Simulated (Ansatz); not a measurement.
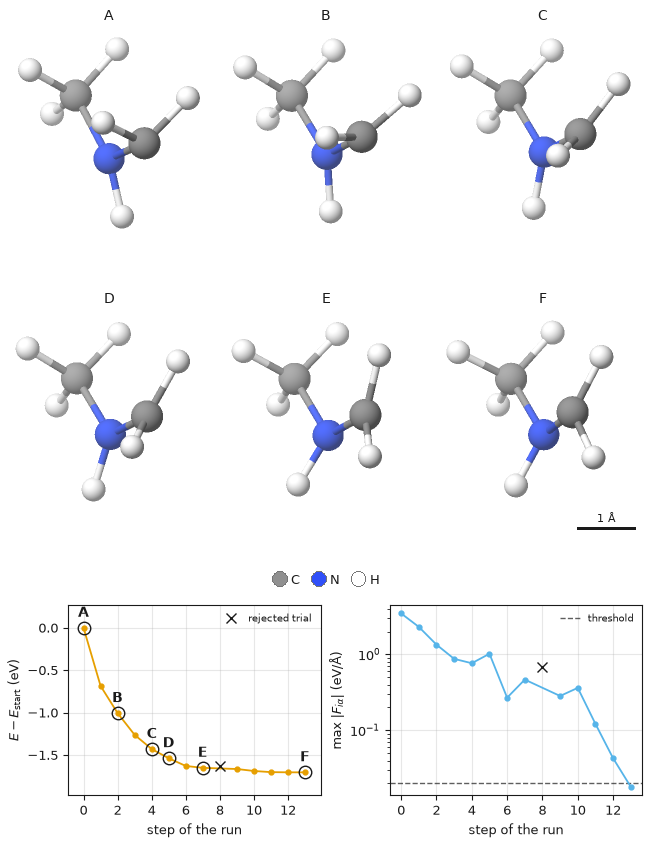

Frames of a relaxation of C₂H₆N (multiplicity 2), marked on the history of the run. Style: ball-and-stick. Shown from a free direction.

The run prepares an end point of a later path (hydrogen shift) calculation, from a guessed geometry.

These are results of UKS PBE0/def2-SVP in Ansatz 0.2.0, not measurements. Set-up: collinear spin; force threshold 0.02 eV/Å; at most 50 steps.

Describe the path.

Answer. The atom that moves furthest after the best rigid fit is an H atom (1.34 Å). Largest moves by element: H 1.34 Å, C 0.29 Å, N 0.18 Å. Some distances before and after: C–N 1.407 → 1.437 Å, C–N 1.407 → 1.381 Å, H–N 1.040 → 1.014 Å, C–H 1.089 → 1.100 Å. Bond angles that change, for instance: C–N–H 149.2° → 114.3°, C–N–H 95.3° → 114.8°, H–C–H 105.7° → 118.3°. After 12 accepted moves (13 points after the start) the energy has fallen by 1.703 eV. Largest force component: 3.5 eV/Å at the start, 0.018 eV/Å at the end. The line search rejected the trial step at point 8 of the run. From step 0 to 2: an H atom moves most (0.38 Å), energy −1.005 eV. From step 2 to 4: an H atom moves most (0.39 Å), energy −0.423 eV. From step 4 to 5: an H atom moves most (0.19 Å), energy −0.109 eV. From step 5 to 7: an H atom moves most (0.39 Å), energy −0.113 eV. From step 7 to 13: a C atom moves most (0.21 Å), energy −0.053 eV.
